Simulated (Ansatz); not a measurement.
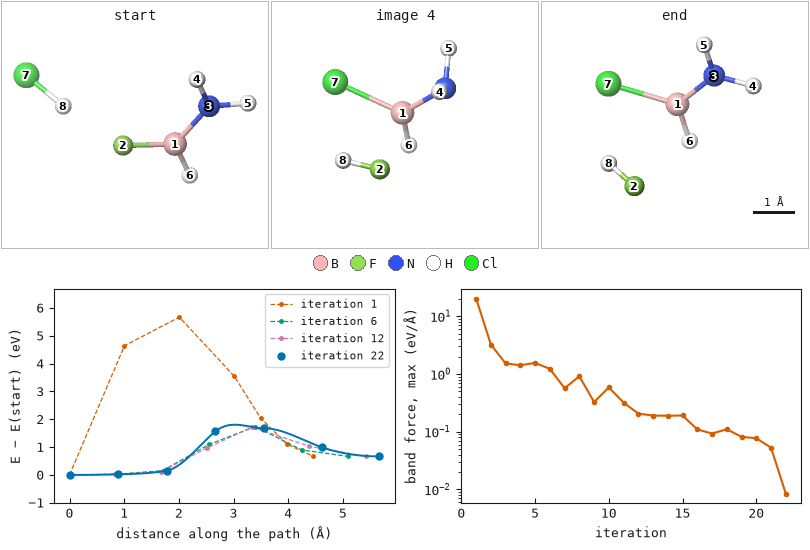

NEB run on BNH4ClF. Images are numbered from 0 (start) to 6 (end). The plot follows the band through its iterations. Style: ball-and-stick. Shown at a tilt.

Method: Ansatz 0.2.0, RKS PBE0/6-31G*. Run with 5 movable images; climbing image; force threshold 0.05 eV/Å; iteration limit 60; starting path through a guess of the saddle point.

Did the band converge, and can the barrier be trusted?

The result is final at these settings. The band converged in 22 iterations. The largest component of the band force went from 20 to 0.0085 eV/Å. The climbing image converged on the top of the path. Its vibrational analysis gives one imaginary mode (499i cm⁻¹), as a transition state must have. The first iteration put the highest image at 5.67 eV. The energy climbs by 1.68 eV to image 4 and then falls by 1.01 eV, so the end point sits at +0.67 eV.

Cost: 2.6 min on 1 thread of Intel(R) Xeon(R) 6975P-C (Granite Rapids) (shared host), peak memory 0.15 GiB.
